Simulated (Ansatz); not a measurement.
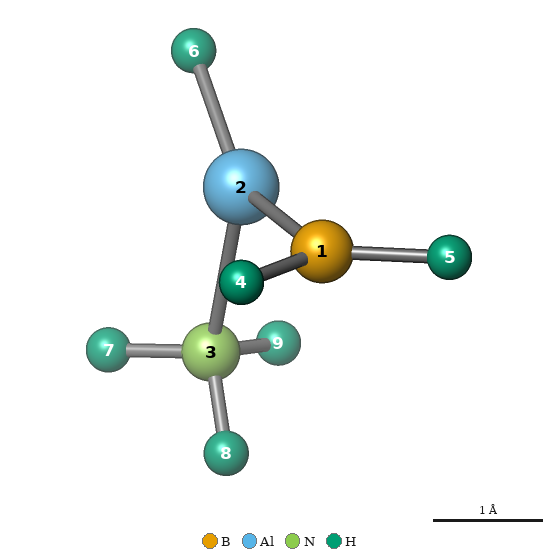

Orthographic view. Distant atoms are faded towards the background colour. Charge +1, singlet. The geometry was computed by an optimisation with PBE0-D4/def2-TZVP. No frequency run is at hand to confirm it as a minimum.

Write a Z-matrix (Å, degrees) in the order of the atom numbers, with these reference atoms: 2 to 1; 3 to 2, 1; 4 to 1, 2, 3; 5 to 1, 4, 2; 6 to 2, 3, 1; 7 to 3, 2, 6; 8 to 3, 7, 2; 9 to 3, 8, 7.

```
B  
Al   1   2.119
N    2   2.012   1   114.1
H    1   1.192   2   120.8   3   -90.0
H    1   1.192   4   118.6   2   179.9
H    2   1.568   3   103.2   1   179.8
H    3   1.022   2   111.0   6   -52.2
H    3   1.020   7   106.8   2   127.0
H    3   1.022   8   106.5   7  -111.9
```
